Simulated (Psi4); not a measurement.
**BPH3Cl (SMILES PBCl) at B3LYP/6-31G(d) (Cartesian functions)**

Aim: the vertical singlet–triplet gap of BPH3Cl at B3LYP/6-31G* (Cartesian functions), from 2 runs. 

The results are computed with Psi4 1.11.

2 further runs of the same task are left out: 2 set aside as unsound or not needed.

## (1) The molecule

The species is BPH3Cl (6 atoms), meant as a singlet with charge 0. As SMILES, `PBCl`. The shape is that of a GFN2-xTB optimisation. This is one conformer, not always the lowest.

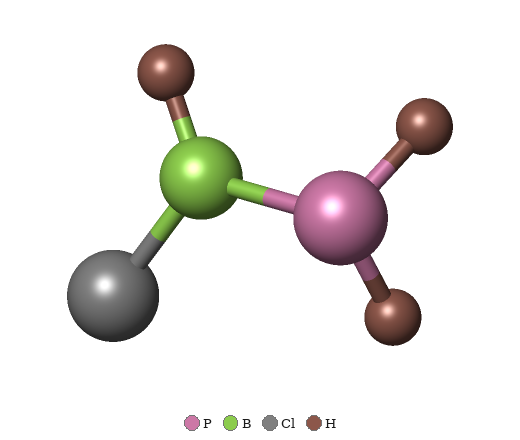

Viewed from a chosen angle; phosphorus pink, boron green, chlorine grey, hydrogen brown.

## (2) Energy and gradient at B3LYP/6-31G(d) (Cartesian functions)

bclh3p.dat reads:

```
memory 1600 MB

molecule molecule1 {
  0 1
  P
  B 1 R2
  Cl 2 R3 1 A3
  H 1 R4 2 A4 3 D4
  H 1 R5 4 A5 2 D5
  H 2 R6 3 A6 1 D6

  R2 = 1.884182
  R3 = 1.695166
  A3 = 120.04083
  R4 = 1.379723
  A4 = 100.18986
  D4 = 41.78117
  R5 = 1.379484
  A5 = 95.98402
  D5 = -100.04143
  R6 = 1.173216
  A6 = 118.64432
  D6 = -172.41579
  symmetry c1
}

set {
  basis 6-31G*
  reference rks
  puream false
  e_convergence 1e-09
  d_convergence 1e-08
  scf_type pk
  dft_radial_points 99
  dft_spherical_points 590
}

e, wfn = gradient("b3lyp", return_wfn=True)
```

Launch:

```bash
psi4 bclh3p.dat bclh3p.out -n 1
```

bclh3p.out:

```text
[...]
  Running in c1 symmetry.
[...]
  Nuclear repulsion =  119.275931163261760
[...]
  Multiplicity = 1
[...]
  Nalpha       = 20
  Nbeta        = 20
[...]
    Number of basis functions: 59
[...]
   @RKS iter   1:  -828.15841292243920   -1.45153e-01   5.31313e-03 ADIIS/DIIS
[...]
   @RKS iter  11:  -828.22794749010222   -1.13687e-12   4.00990e-09 DIIS
[...]
    Orbital Energies [Eh]
    ---------------------
    Doubly Occupied:
       1A   -101.555843     2A    -77.072728     3A     -9.475319
       4A     -7.236104     5A     -7.232071     6A     -7.229285
       7A     -6.810142     8A     -6.551425     9A     -4.713669
      10A     -4.712188    11A     -4.709177    12A     -0.859046
      13A     -0.662547    14A     -0.506180    15A     -0.433339
      16A     -0.391413    17A     -0.384042    18A     -0.364824
      19A     -0.310956    20A     -0.265207
[...]
  @RKS Final Energy:  -828.22794749010222
   => Energetics <=
    Nuclear Repulsion Energy =            119.2759311632617596
    One-Electron Energy =               -1379.5179950269412075
    Two-Electron Energy =                 477.7228108590008446
    DFT Exchange-Correlation Energy =     -45.7086944854235711
    Empirical Dispersion Energy =           0.0000000000000000
    VV10 Nonlocal Energy =                  0.0000000000000000
    Total Energy =                       -828.2279474901022240
[...]
 Multipole Moments:
 ------------------------------------------------------------------------------------
     Multipole            Electronic (a.u.)      Nuclear  (a.u.)        Total (a.u.)
 ------------------------------------------------------------------------------------
 L = 1.  Multiply by 2.5417464519 to convert [e a0] to [Debye]
 Dipole X            :          1.2153581           -1.5498927           -0.3345346
 Dipole Y            :         -2.1275942            2.3164424            0.1888482
 Dipole Z            :          2.3242255           -2.4279730           -0.1037475
 Magnitude           :                                                    0.3979203
[...]
  -Total Gradient:
     Atom            X                  Y                   Z
    ------   -----------------  -----------------  -----------------
       1       -0.017817225450    -0.002026083809     0.002856496704
       2       -0.000342869842    -0.018299466279     0.015122362418
       3       -0.000137416577     0.029439041025    -0.020391761727
       4        0.009628757016     0.014817768162     0.003486917953
       5        0.009369661327    -0.015809481540     0.003703934866
       6       -0.000697412545    -0.008129601631    -0.004773461221
[...]
```

It took 7.2 s on 1 thread of Intel Xeon 6975P-C (Granite Rapids), shared host; peak memory 0.73 GiB.

## (3) The triplet: a single-point energy at UB3LYP/6-31G(d) (Cartesian functions)

input.json reads:

```json
{
  "schema_name": "qcschema_input",
  "schema_version": 1,
  "molecule": {
    "schema_name": "qcschema_molecule",
    "schema_version": 2,
    "symbols": ["P", "B", "Cl", "H", "H", "H"],
    "geometry": [-0.71403302, 0.97668605, -1.79238633, 1.25746156, -0.52897214, 0.76182419, 1.26573856, -3.71293389, 1.11408804, -2.89288724, -0.44081641, -1.58920298, -1.59946419, 3.02970341, -0.4519469, 2.68318433, 0.67631408, 1.95762398],
    "molecular_charge": 0,
    "molecular_multiplicity": 3,
    "fix_symmetry": "c1"
  },
  "driver": "energy",
  "model": {
    "method": "b3lyp",
    "basis": "6-31G*"
  },
  "keywords": {
    "reference": "uks",
    "puream": false,
    "e_convergence": 1e-09,
    "d_convergence": 1e-08,
    "scf_type": "pk",
    "dft_radial_points": 99,
    "dft_spherical_points": 590,
    "maxiter": 200
  }
}
```

Launch:

```bash
psi4 --qcschema input.json -n 1 --memory 1600MB
```

stdout:

```text
[...]
  Running in c1 symmetry.
[...]
  Nuclear repulsion =  119.275925662649954
[...]
  Multiplicity = 3
[...]
  Nalpha       = 21
  Nbeta        = 19
[...]
    Number of basis functions: 59
[...]
   @UKS iter   1:  -827.95951912315809    5.37409e-02   6.93554e-03 DIIS/ADIIS
[...]
   @UKS iter  15:  -828.08141330532874    1.13687e-13   6.02278e-09 DIIS
[...]
   @S^2 Observed:                2.005141848E+00
[...]
    Orbital Energies [Eh]
    ---------------------
    Alpha Occupied:
       1A   -101.548567     2A    -77.133986     3A     -9.466095
       4A     -7.226406     5A     -7.224535     6A     -7.220870
       7A     -6.748955     8A     -6.608665     9A     -4.773285
      10A     -4.769231    11A     -4.766876    12A     -0.846384
      13A     -0.701902    14A     -0.501161    15A     -0.448333
      16A     -0.397679    17A     -0.384703    18A     -0.362988
      19A     -0.330381    20A     -0.299686    21A     -0.121433
    Alpha Virtual:
      22A      0.007039    23A      0.029418    24A      0.106061
      25A      0.129056    26A      0.174647    27A      0.258099
[...]
  @UKS Final Energy:  -828.08141330532874
   => Energetics <=
    Nuclear Repulsion Energy =            119.2759256626499536
    One-Electron Energy =               -1379.0609037369106318
    Two-Electron Energy =                 477.4004301182981749
    DFT Exchange-Correlation Energy =     -45.6968653493663837
    Empirical Dispersion Energy =           0.0000000000000000
    VV10 Nonlocal Energy =                  0.0000000000000000
    Total Energy =                       -828.0814133053288515
[...]
 Multipole Moments:
 ------------------------------------------------------------------------------------
     Multipole            Electronic (a.u.)      Nuclear  (a.u.)        Total (a.u.)
 ------------------------------------------------------------------------------------
 L = 1.  Multiply by 2.5417464519 to convert [e a0] to [Debye]
 Dipole X            :          1.1421102           -1.8028501           -0.6607399
 Dipole Y            :         -2.6124851            3.2255943            0.6131092
 Dipole Z            :         -0.5269784           -0.0916376           -0.6186160
 Magnitude           :                                                    1.0932364
[...]
```

The result, in JSON:

```text
{
 "driver": "energy",
 "model": {
  "method": "b3lyp",
  "basis": "6-31G*"
 },
 "success": true,
 "return_result": -828.0814133053287,
 "properties": {
  "calcinfo_nbasis": 59,
  "calcinfo_nmo": 59,
  "calcinfo_nalpha": 21,
  "calcinfo_nbeta": 19,
  "calcinfo_natom": 6,
  "nuclear_repulsion_energy": 119.27592566264995,
  "return_energy": -828.0814133053287,
  "scf_one_electron_energy": -1379.0609037369106,
  "scf_two_electron_energy": 477.4004301182982,
  "scf_xc_energy": -45.696865349366384,
  "scf_dipole_moment": [-0.6607399481456773, 0.6131091936073094, -0.6186160101806221],
  "scf_total_energy": -828.0814133053287,
  "scf_iterations": 15
 }
}
```

It took 11 s on 1 thread of Intel Xeon 6975P-C (Granite Rapids), shared host; peak memory 0.73 GiB.

## (4) Summary of results

At B3LYP/6-31G* (Cartesian functions):

| quantity | value |
| --- | --- |
| singlet: total energy | -828.22795 Eh |
| singlet: dipole moment | 1.01 D |
| singlet: HOMO energy | -7.22 eV |
| singlet: LUMO energy | -1.61 eV |
| singlet: HOMO–LUMO gap | 5.60 eV |
| singlet: largest force on an atom | 1.842 eV/Å |
| triplet: total energy | -828.08141 Eh |
| triplet: dipole moment | 2.78 D |
| triplet: HOMO energy (highest over α and β) | -3.30 eV |
| triplet: ⟨S²⟩ | 2.005 |
| vertical energy of the triplet above the singlet | 3.987 eV |

**Reading.** At this shape the triplet lies 3.99 eV (92 kcal/mol) above the singlet. The largest force (singlet) is 1.84 eV/Å: the shape isn't a stationary point for this species at this level.
